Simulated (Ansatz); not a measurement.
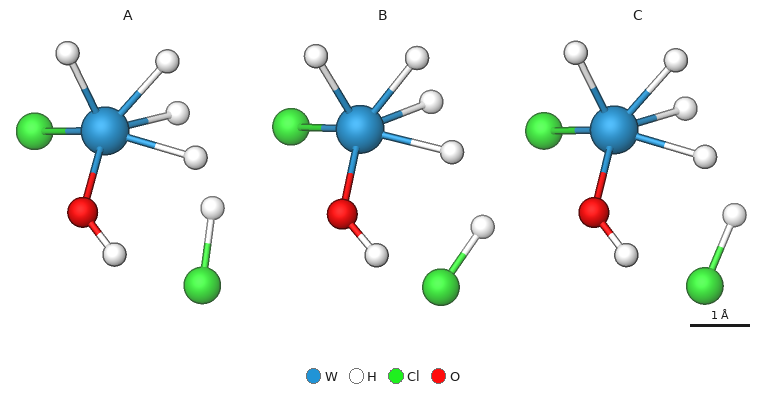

3 geometries from one relaxation of WH6OCl2, in shuffled order. Style: ball-and-stick. Shown from a free direction.

The run prepares an end point of a later path (reaction) calculation, from a guessed geometry.

Theory: RKS CAM-B3LYP-D4/def2-SVP in Ansatz 0.2.0. Set-up: no spin polarisation; force threshold 0.03 eV/Å; at most 50 steps.

Q: Order the frames from highest to lowest energy.

A: A, C, B. They are steps 0, 2, 10, at +1.19 kcal/mol, +0.70 kcal/mol relative to the last. Over 9 accepted moves (10 points after the start) the energy falls by 1.19 kcal/mol. The largest force component goes from 0.82 to 0.018 eV/Å. The line search rejected the trial step at point 3 of the run. The atom that moves furthest after the best rigid fit is an H atom (0.43 Å). By element the largest moves are H 0.43 Å, Cl 0.31 Å, O 0.10 Å, W 0.03 Å. Among the contacts that change: H–W 2.906 → 3.310 Å, Cl–W 3.589 → 3.447 Å, Cl–H 1.334 → 1.290 Å, H–W 1.710 → 1.681 Å. Cost: 28 s on 4 threads of Arm Neoverse V2, on a shared host, peak memory 0.32 GiB.
